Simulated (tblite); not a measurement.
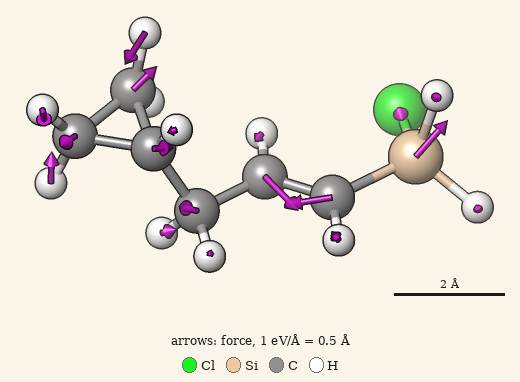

Starting geometry of C6H11ClSi with the computed forces as purple arrows. Style: ball-and-stick. Shown at a tilt.

Theory: GFN2-xTB geometry optimisation, gas phase (tblite). 

Is this structure relaxed? If not, where do the atoms go?

It isn't relaxed: the largest force vector, on a C atom, is 2.02 eV/Å. The final displacements have little in common with the starting forces (cosine between the two patterns 0.15). The energy falls by 13.5 kcal/mol in 140 geometry steps. The largest move after the best rigid fit is that of an H atom, 0.88 Å. Largest moves by element: H 0.88 Å, Cl 0.68 Å, C 0.41 Å, Si 0.30 Å. Among the contacts that change: Cl–Si 2.077 → 2.020 Å, C–H 1.131 → 1.079 Å, C–Si 1.824 → 1.875 Å, H–Si 1.493 → 1.463 Å. Bond angles that change, for instance: C–C–C 111.9° → 119.8°, C–C–H 121.6° → 114.7°, C–C–H 111.9° → 118.7°. Groups turn about C–Si by about 25°.
